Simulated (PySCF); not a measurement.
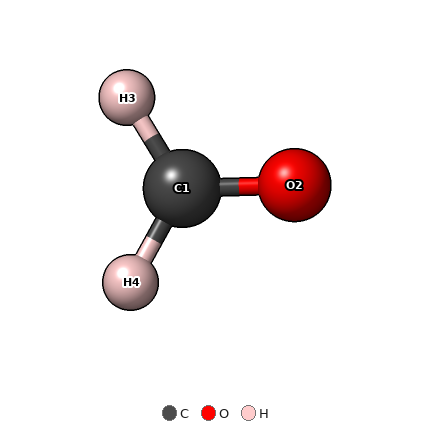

First-order isotropic EPR spectrum (fast tumbling, first derivative) of CH₂O⁺, SMILES C=[O+], doublet at 9.50 GHz, Lorentzian lines of 0.67 mT full width at half height, from computed g and hyperfine couplings (B3LYP/pcH-1 (IGLO-III on C and IGLO-III on O) in PySCF, at a PBE0-D3(BJ)/def2-SVP geometry (no frequency check), gas phase); values of one conformer, averaged over methyl-type rotors alone; no vibrational averaging; dilute isotopes left out. The SMILES is one Lewis form and needn't show where the spin sits.

> Give g and the hyperfine couplings.

g_iso = 2.0040, which centres the spectrum at 338.7 mT; it spans 27.0 mT.

```tsv
nuclei	isotope	a (mT)	a (MHz)
H3, H4	¹H	13.48	378.0
```

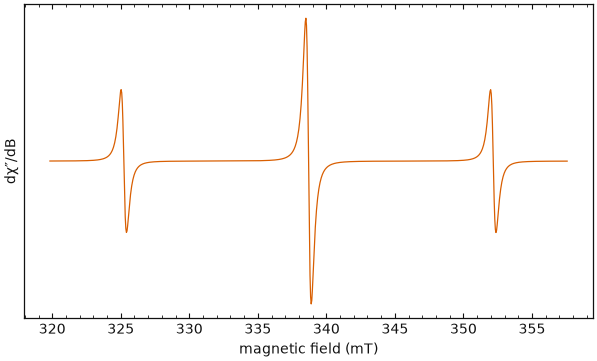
